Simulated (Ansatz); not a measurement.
**C₂H₇AlOS: geometry relaxation (part 1 of 2)**

C₂H₇AlOS, computed with RKS BHLYP-D4/def2-SVP (Ansatz 0.2.0).

The input holds or restrains some coordinates. It belongs to a series of runs on one base structure; here: pulled along the bonds that form and break, towards end B.

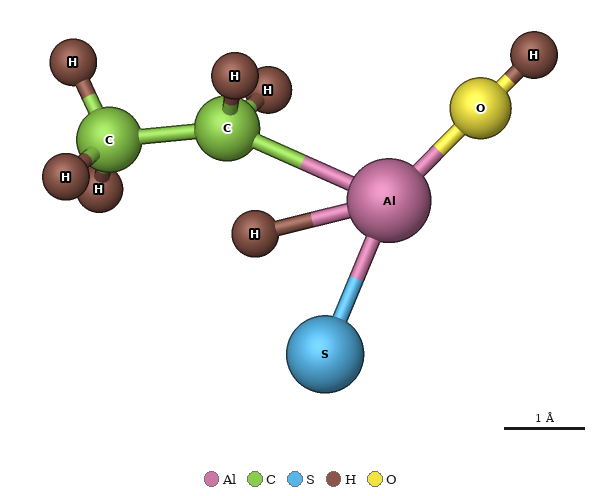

*The structure as given in the input (ball-and-stick view, seen at a tilt). Sticks mark near contacts.*

Bond lengths as drawn: Al–C 2.29 Å, Al–H 1.76 Å, Al–O 1.64 Å, Al–S 2.10 Å, C–C 1.53 Å, C–H 1.09 to 1.10 Å and H–O 0.95 Å.

## Input
```yaml
crystal:
  periodic: [false, false, false]
  atoms:
    - { symbol: Al, position_ang: [-0.1795, 1.8182, 0.2986] }
    - { symbol: C, position_ang: [0.1676, -0.4318, 0.0096] }
    - { symbol: C, position_ang: [-0.1817, -1.7683, -0.6439] }
    - { symbol: S, position_ang: [-1.6283, 1.8744, -1.2146] }
    - { symbol: H, position_ang: [-0.7125, 0.4328, -0.6407] }
    - { symbol: O, position_ang: [0.7771, 2.3966, 1.4924] }
    - { symbol: H, position_ang: [1.2284, -0.2073, -0.1766] }
    - { symbol: H, position_ang: [0.0335, -0.5229, 1.097] }
    - { symbol: H, position_ang: [-0.0483, -1.7151, -1.7216] }
    - { symbol: H, position_ang: [-1.2178, -2.0305, -0.4447] }
    - { symbol: H, position_ang: [0.4512, -2.5703, -0.2608] }
    - { symbol: H, position_ang: [1.3101, 2.7242, 2.2053] }
basis:
  gaussian: { orbitals: def2-SVP }
hamiltonian:
  xc: { name: BHLYP }
  dispersion: d4
relax:
  f_tol: 0.15
  max_steps: 25
  restrain:
    - { distance: [4, 1], at: 1.07, k: 30.0 }
    - { distance: [0, 1], at: 3.27, k: 30.0 }
    - { distance: [4, 3], at: 2.66, k: 30.0 }
output:
  orbitals: {}
```

Run as:
```bash
ansatz run input.yaml --threads 2 --pin off --max-ram 3072MiB --backend cpu --events-out ev --progress --plain --runs-dir out
```

## Output
```
The last accepted step is kept in [file] (removed where the run ends without a failure and the disk answers)
Engine: ansatz 0.2.0, aarch64-unknown-linux-gnu
Functional definition: BHLYP
  parameter a = 0.5
  exchange = (1 - a)*b88_x + a*exact_x
  correlation = lyp_c
1196 factors; integrals over basis functions are off by at most 3.6e-4 eV
mean field evaluation 1: about -21649.8751 eV, gradient 5.8e1 eV
mean field evaluation 2: about -21649.3441 eV, gradient 6.2e1 eV
mean field evaluation 4: about -21656.9574 eV, gradient 2.0e0 eV
mean field evaluation 8: about -21657.0099 eV, gradient 7.8e-2 eV
mean field evaluation 16: about -21657.0099 eV, gradient 4.8e-5 eV
mean field -21657.00989265 eV, -795.8804339065 hartree, gradient 4.8e-5 eV, S^2 0.000000; 0 other end points of the search recorded, 0 dependent functions left out
the calculation of the forces begins
reference -21657.01007270 eV, -795.8804405229 hartree; 28, 28 occupied and 85, 85 virtual orbitals, 1196 factors
relax step   1: F+E_penalty+E_count = -21657.31498876 eV  Δ(F+E_penalty+E_count) = +0.000e0 eV  max|allowed force component| = 1.650e0 eV/Å  E_restraint = 26.89271016 eV  max|allowed force component, restraints' pulls added| = 2.842e1 eV/Å  Δτ_max = 0.0000 Å  (28 SCF iters, accepted)
  distance H 4 - C 1 = 1.3946 Å
  distance Al 0 - C 1 = 2.2949 Å
  distance H 4 - S 3 = 1.8017 Å
these checks for a lower state are left out or cut short: starts, cluster_reference, orbital_swaps, neighbouring_geometries, increment
1196 factors; integrals over basis functions are off by at most 3.7e-4 eV
mean field -21657.32832756 eV, -795.8921361734 hartree, gradient 1.6e-5 eV, S^2 0.000000; 0 other end points of the search recorded, 0 dependent functions left out
[... from here on the field's lines of each further geometry are left out, up to the last ...]
relax step   2: F+E_penalty+E_count = -21657.62691974 eV  Δ(F+E_penalty+E_count) = -3.119e-1 eV  max|allowed force component| = 4.385e0 eV/Å  E_restraint = 11.87920802 eV  max|allowed force component, restraints' pulls added| = 2.050e1 eV/Å  Δτ_max = 0.1950 Å  (39 SCF iters, accepted)
relax step   3: F+E_penalty+E_count = -21657.87584099 eV  Δ(F+E_penalty+E_count) = -2.489e-1 eV  max|allowed force component| = 6.039e0 eV/Å  E_restraint = 3.57649831 eV  max|allowed force component, restraints' pulls added| = 1.240e1 eV/Å  Δτ_max = 0.1950 Å  (33 SCF iters, accepted)
relax step   4: F+E_penalty+E_count = -21658.09759774 eV  Δ(F+E_penalty+E_count) = -2.218e-1 eV  max|allowed force component| = 4.379e0 eV/Å  E_restraint = 0.64237468 eV  max|allowed force component, restraints' pulls added| = 5.442e0 eV/Å  Δτ_max = 0.1949 Å  (32 SCF iters, accepted)
relax step   5: F+E_penalty+E_count = -21658.55719478 eV  Δ(F+E_penalty+E_count) = -4.596e-1 eV  max|allowed force component| = 1.019e0 eV/Å  E_restraint = 0.01706358 eV  max|allowed force component, restraints' pulls added| = 1.473e0 eV/Å  Δτ_max = 0.1980 Å  (32 SCF iters, accepted)
relax step   6: F+E_penalty+E_count = -21658.59809531 eV  Δ(F+E_penalty+E_count) = -4.090e-2 eV  max|allowed force component| = 3.030e-1 eV/Å  E_restraint = 0.00662049 eV  max|allowed force component, restraints' pulls added| = 3.079e-1 eV/Å  Δτ_max = 0.1334 Å  (32 SCF iters, accepted)
relax step   7: F+E_penalty+E_count = -21658.60007776 eV  Δ(F+E_penalty+E_count) = -1.982e-3 eV  max|allowed force component| = 3.334e-1 eV/Å  E_restraint = 0.00529697 eV  max|allowed force component, restraints' pulls added| = 3.068e-1 eV/Å  Δτ_max = 0.0606 Å  (32 SCF iters, accepted)
relax step   8: F+E_penalty+E_count = -21658.59974617 eV  Δ(F+E_penalty+E_count) = +3.316e-4 eV  max|allowed force component| = 4.655e-1 eV/Å  E_restraint = 0.00428824 eV  max|allowed force component, restraints' pulls added| = 4.655e-1 eV/Å  Δτ_max = 0.0902 Å  (32 SCF iters, accepted)
relax step   9: F+E_penalty+E_count = -21658.60519690 eV  Δ(F+E_penalty+E_count) = -5.451e-3 eV  max|allowed force component| = 3.377e-1 eV/Å  E_restraint = 0.00485222 eV  max|allowed force component, restraints' pulls added| = 2.453e-1 eV/Å  Δτ_max = 0.0677 Å  (32 SCF iters, accepted)
relax step  10: F+E_penalty+E_count = -21658.60797962 eV  Δ(F+E_penalty+E_count) = -2.783e-3 eV  max|allowed force component| = 3.162e-1 eV/Å  E_restraint = 0.00504500 eV  max|allowed force component, restraints' pulls added| = 1.678e-1 eV/Å  Δτ_max = 0.0721 Å  (32 SCF iters, accepted)
the calculation of the forces begins
reference -21658.31840014 eV, -795.9285206695 hartree; 28, 28 occupied and 85, 85 virtual orbitals, 1196 factors
relax step  11: F+E_penalty+E_count = -21658.60903298 eV  Δ(F+E_penalty+E_count) = -1.053e-3 eV  max|allowed force component| = 2.946e-1 eV/Å  E_restraint = 0.00534941 eV  max|allowed force component, restraints' pulls added| = 8.656e-2 eV/Å  Δτ_max = 0.0299 Å  (33 SCF iters, accepted)
  distance H 4 - C 1 = 1.0857 Å
  distance Al 0 - C 1 = 3.2687 Å
  distance H 4 - S 3 = 2.6704 Å
1196 factors; integrals over basis functions are off by at most 4.6e-4 eV
mean field evaluation 96: about -21658.2748 eV, gradient 3.4e-1 eV
```

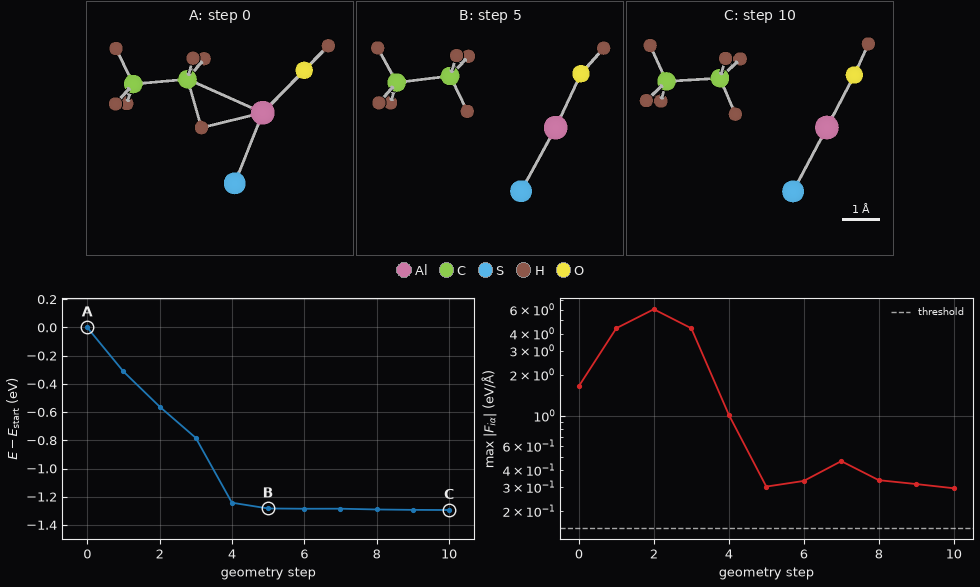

*Frames of the restrained relaxation (ball-and-stick view, seen at a tilt) above the curves, on which the letters mark them (the first geometry is step 0 here and step 1 in the log).*

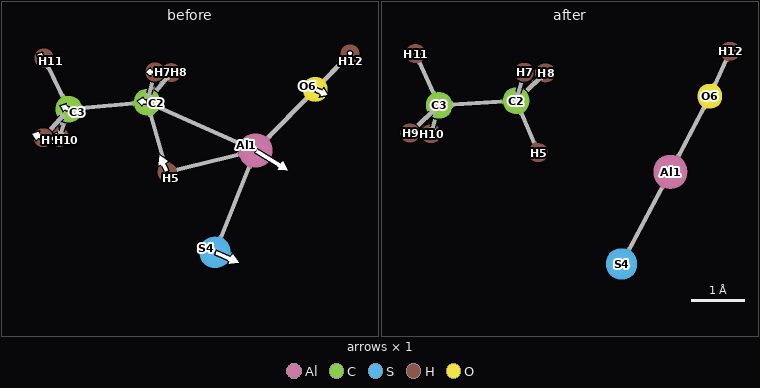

*Before (left) and after (right) the restrained relaxation, at one scale (ball-and-stick view, seen at a tilt). The white arrows give the displacements, at true length.*

The energy falls by 1.294 eV in 10 geometry steps. Largest force component: 1.6 eV/Å at the start, 0.29 eV/Å at the end. Al1 moves most after the best rigid fit: 0.78 Å. By element the largest moves are Al 0.78 Å, S 0.56 Å, H 0.41 Å, O 0.31 Å, C 0.21 Å. Among the contacts that change: Al1–C2 2.295 → 3.269 Å, Al1–H5 1.757 → 2.566 Å, C2–H5 1.395 → 1.086 Å, Al1–S4 2.096 → 1.993 Å. New bonds form: C2–H5 (1.39 → 1.09 Å). Bonds break: Al1–C2 (2.29 → 3.27 Å), Al1–H5 (1.76 → 2.57 Å). Among the angles that change: S4–Al1–O6 157.2° → 179.6°, C3–C2–H5 101.5° → 110.3°, H5–C2–H8 115.8° → 108.6°. (Atoms are counted from 1 in the order of the input.)

```
mean field -21658.31821322 eV, -795.9285138006 hartree, gradient 1.5e-5 eV, S^2 0.000000; 1 other end points of the search recorded, 0 dependent functions left out
the calculation of the forces begins
reference -21658.31840014 eV, -795.9285206695 hartree; 28, 28 occupied and 85, 85 virtual orbitals, 1196 factors
Total energy: -21658.60921989 eV, -795.9392080985 hartree
Atom 0 at    -0.388998     2.573359     0.334221 Å, force     0.013737    -0.030714     0.004547 eV/Å
Atom 1 at     0.199505    -0.613314    -0.093813 Å, force     0.273815    -0.294635     0.193809 eV/Å
Atom 2 at    -0.171937    -1.974326    -0.655425 Å, force    -0.004141    -0.007590     0.000574 eV/Å
Atom 3 at    -1.709593     2.416829    -1.149803 Å, force    -0.150987     0.267489    -0.073076 eV/Å
Atom 4 at    -0.423325     0.158847    -0.534984 Å, force    -0.117788     0.061912    -0.117347 eV/Å
Atom 5 at     0.698591     2.693575     1.545646 Å, force     0.049910     0.008593     0.078343 eV/Å
Atom 6 at     1.246709    -0.369930    -0.303943 Å, force    -0.004257    -0.001081     0.003231 eV/Å
Atom 7 at     0.071019    -0.586135     0.994523 Å, force     0.002406     0.000943    -0.006438 eV/Å
Atom 8 at    -0.042921    -2.000139    -1.740787 Å, force     0.000753     0.000982     0.000406 eV/Å
Atom 9 at    -1.217225    -2.216100    -0.444904 Å, force    -0.001868     0.000907     0.000613 eV/Å
Atom 10 at     0.445299    -2.770354    -0.228998 Å, force     0.000161     0.003445     0.001901 eV/Å
Atom 11 at     1.292675     2.687688     2.278266 Å, force    -0.061741    -0.010252    -0.086563 eV/Å
Dipole moment:     0.720148     0.005121     0.819516 e Å
```

## Trajectory as extended XYZ (Å, eV, eV/Å), 11 frames, from step=1 to step=11
```
12
Properties=species:S:1:pos:R:3:forces:R:3 step=1 energy=-21657.31499
Al   -0.1795    1.8182    0.2986   -0.9368  -0.2577  -1.0394
C     0.1676   -0.4318    0.0096   -0.3456   0.9736  -0.1330
C    -0.1817   -1.7683   -0.6439   -0.0748   0.4552   0.0523
S    -1.6283    1.8744   -1.2146    0.4056   0.6822   0.6259
H    -0.7125    0.4328   -0.6407    0.9911  -1.6495   0.5538
O     0.7771    2.3966    1.4924    0.3137   0.0435   0.3622
H     1.2284   -0.2073   -0.1766   -0.0027   0.0044   0.0754
H     0.0335   -0.5229    1.0970    0.0595   0.0298   0.0300
H    -0.0483   -1.7151   -1.7216   -0.0103  -0.0169  -0.1981
H    -1.2178   -2.0305   -0.4447   -0.1940  -0.0688  -0.0142
H     0.4512   -2.5703   -0.2608    0.0483  -0.0282   0.0327
H     1.3101    2.7242    2.2053   -0.2541  -0.1674  -0.3476
12
Properties=species:S:1:pos:R:3:forces:R:3 step=2 energy=-21657.62692
Al   -0.2279    1.9829    0.2958   -2.0304   0.1426  -2.0864
C     0.1769   -0.5440   -0.0136   -0.5485   4.3846   0.6087
C    -0.1861   -1.7904   -0.6535   -0.0104  -1.5002  -0.3927
S    -1.6923    1.9968   -1.2486    1.1730   0.6708   1.4285
H    -0.6047    0.2872   -0.5685    1.8906  -2.0064   1.3767
O     0.7776    2.4153    1.4983    0.1777  -0.1687   0.1319
H     1.2259   -0.2130   -0.1779   -0.3836  -0.3753  -0.1098
H     0.0337   -0.5277    1.0919   -0.0525  -0.2273  -0.5360
H    -0.0484   -1.7166   -1.7258   -0.0247  -0.1560  -0.3252
H    -1.2215   -2.0328   -0.4451   -0.2799  -0.2128  -0.0533
H     0.4522   -2.5750   -0.2610    0.0081  -0.5564  -0.1311
H     1.3144    2.7173    2.2078    0.0806   0.0052   0.0887
```
